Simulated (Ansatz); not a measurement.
**GeH₄O···HCl···HF: density, localisation and related maps**

```xyz
10

Ge   -0.7387    1.0748   -0.8459
Cl   -0.3849   -2.4186   -0.5451
H    -0.6084    0.3288   -2.1823
H    -1.8289    0.5045    0.0672
H    -0.9554    2.5851   -1.0908
H     0.9858   -0.3928    1.9534
O     0.8187    0.8992    0.1130
H     0.1507   -2.1846    0.6266
F     0.9815   -1.1992    2.3775
H     1.5797    0.8027   -0.4735
```

Not at a stationary point (largest force 1.4 eV/Å).

All numbers below come from RKS PBE0/def2-SVP (Ansatz).

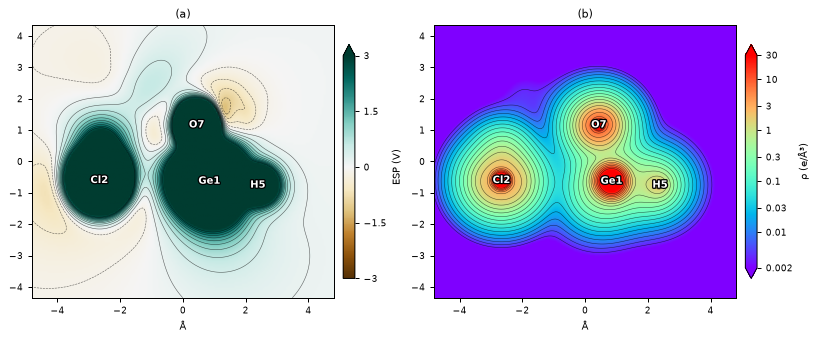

Figure 1. (a) electrostatic potential; (b) total electron density on the plane of atoms H5, Ge1 and O7.

### Interpret the plot.

The plane passes through Ge, Cl, H and O nuclei.
Ge–O (1.84 Å): ρ at the midpoint is about 0.84 e/Å³.
Ge–H (1.55 Å): ρ is about 1 e/Å³ halfway.
Outside the dense part of the complex the potential is most negative (−1.2 V) near O7.

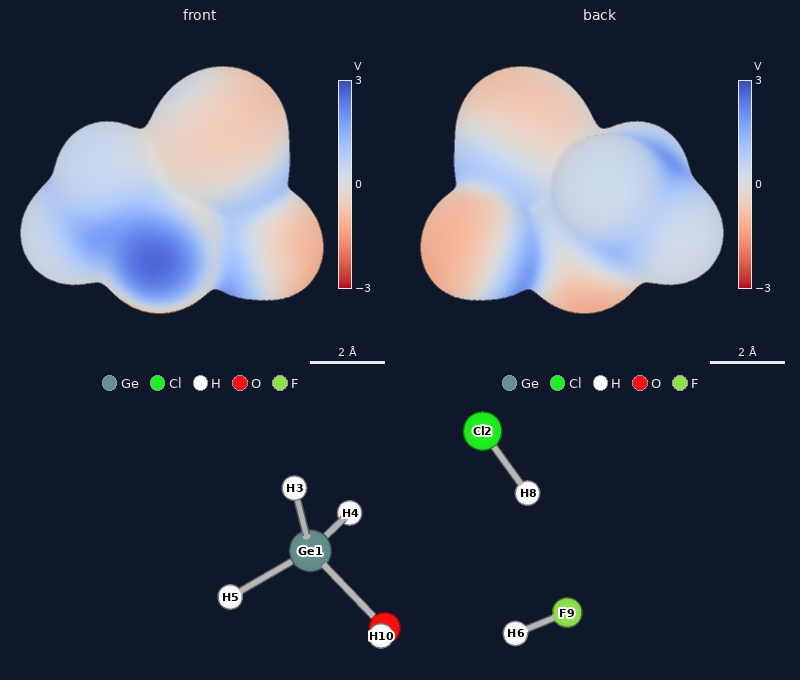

Figure 2. The electrostatic potential painted on the density surface at 0.002 e/bohr³, seen from the front and from behind; red is negative and blue positive. The bare structure is drawn below in the same view.

### Describe the electrostatic potential map.

The most negative region (about −1.1 V) lies over O7 and F9, the most positive (about +2.5 V) over H10. Cl2 shows a σ-hole: about +0.2 V at the tip opposite its bond, against about −0.4 V on its flanks.

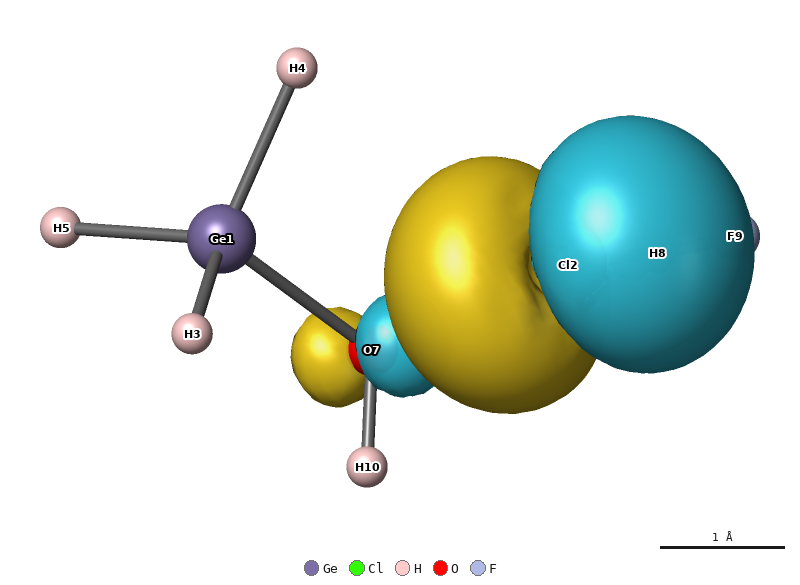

Figure 3. The HOMO−1 at ±0.15 Å⁻³ᐟ² (yellow and cyan are the two phases), seen from one side.

### What is the character of this orbital?

By Hirshfeld shares it lies mainly on Cl2 (about 85 %); largely a lone pair of Cl2. Its energy is −8.90 eV.
